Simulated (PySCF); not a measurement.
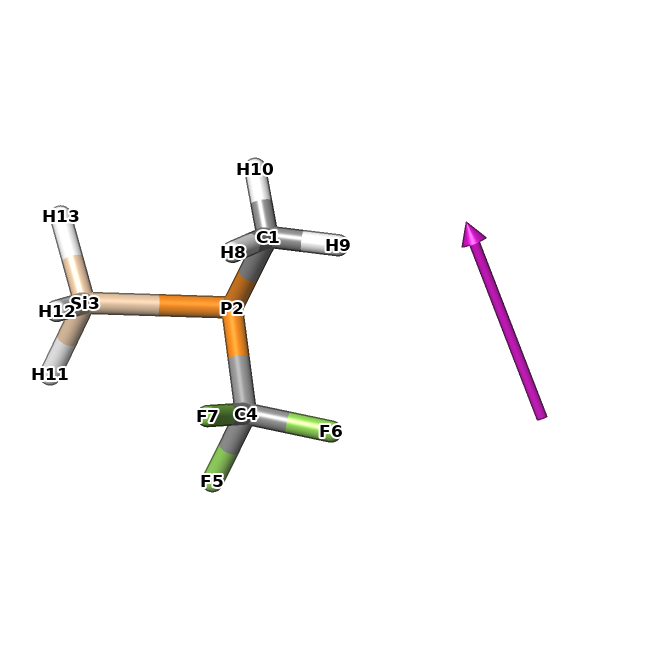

The arrow beside the molecule shows the direction of the dipole moment, from the negative to the positive end (its length means nothing). Computed geometry: GFN2-xTB optimisation. No frequency run is at hand to confirm it as a minimum. Properties computed with PBE0/pcSseg-1, gas phase (PySCF 2.14.0).

Q: How large is the dipole moment?

A: 2.40 D; it points from the side of F5 to the side of H13 (the outermost atoms at the two ends).

The geometry is semi-empirical. Around P, Si such bond lengths and angles can be off by a tenth of an ångström or more and by several degrees, and values that hang on the shape move with them.
